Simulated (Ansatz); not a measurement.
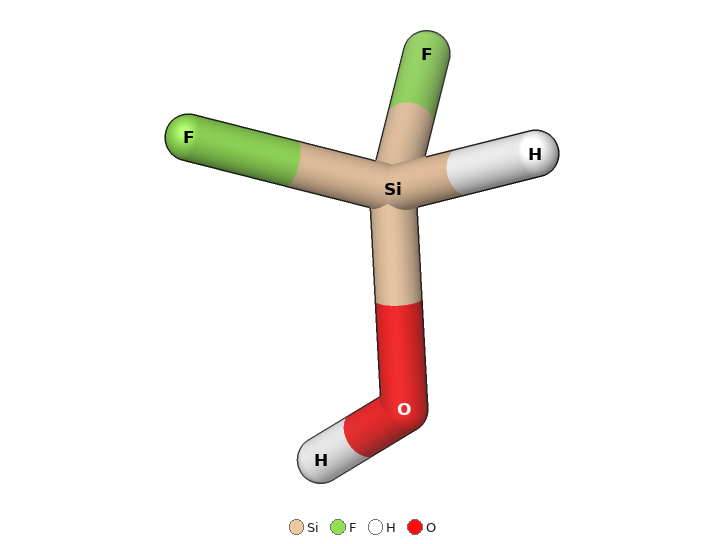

The picture shows a molecular structure as a stick model.

The geometry was computed by an optimisation with PBE0-D4/def2-TZVP.

**Which formula does it have?**

F₂H₂OSi, 6 atoms: 2 fluorine, 2 hydrogen, 1 oxygen and 1 silicon.

**What is the point group of this geometry?**

Cs.

More results for the same structure follow; atom numbers are the same in all pictures, views and colours differ.

## Geometry

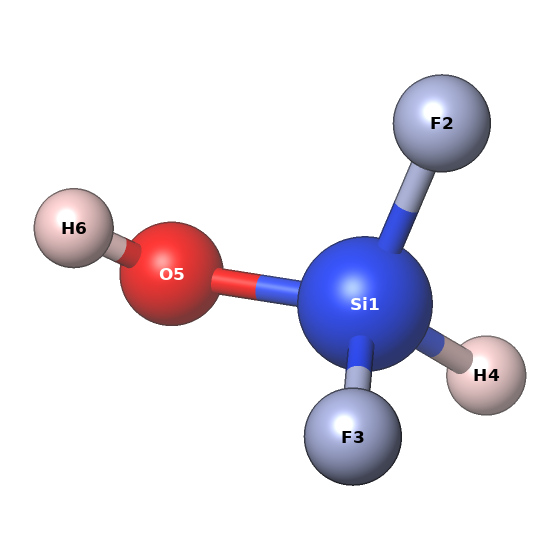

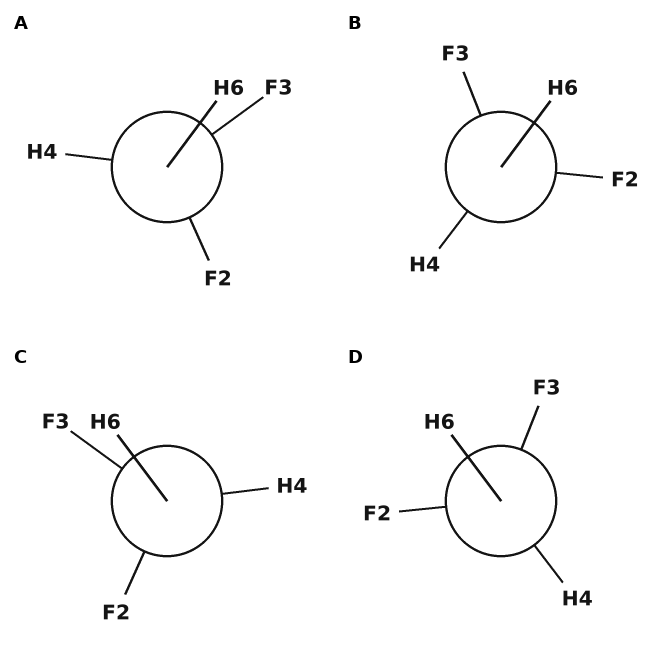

Distant atoms are faded towards the background colour. Bonds that would overlap in a projection are set slightly apart.

**Which Newman projection shows the view along O5–Si1, with O5 in front?**

D. The torsion angle H6–O5–Si1–F2 is −59°, synclinal (gauche).

## Dipole moment

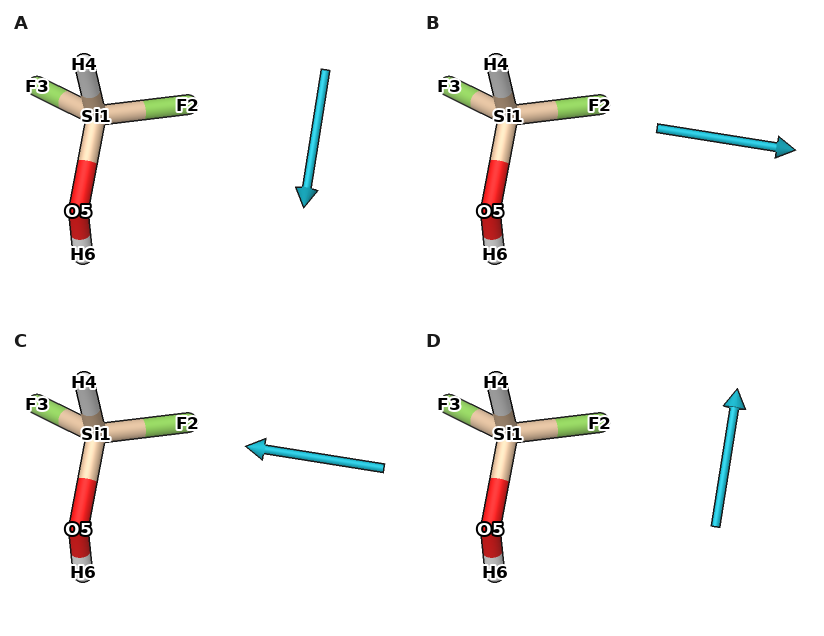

The same molecule four times, each with an arrow. Method: RKS PBE0-D4/def2-TZVP (Ansatz 0.2.0).

**Which arrow points along the dipole moment, from the negative to the positive end?**

A. The dipole moment is 1.20 D; it points from the side of H4 to the side of H6 (the outermost atoms at the two ends).

## Vibrations

Harmonic vibrations computed with RKS PBE0-D4/def2-TZVP (Ansatz 0.2.0) at a stationary point of the same level.

**How many vibrational modes are there, and where do they lie?**

12 modes: 176, 311, 331, 396, 757, 832, 840, 889, 963, 1006, 2354, 3927 cm⁻¹.

## Electronic properties

Properties computed with RKS PBE0-D4/def2-TZVPP (Ansatz 0.2.0).

**What is the HOMO energy (Kohn–Sham orbital)?**

−10.36 eV.

**Estimate the LUMO energy (Kohn–Sham orbital).**

0.56 eV.
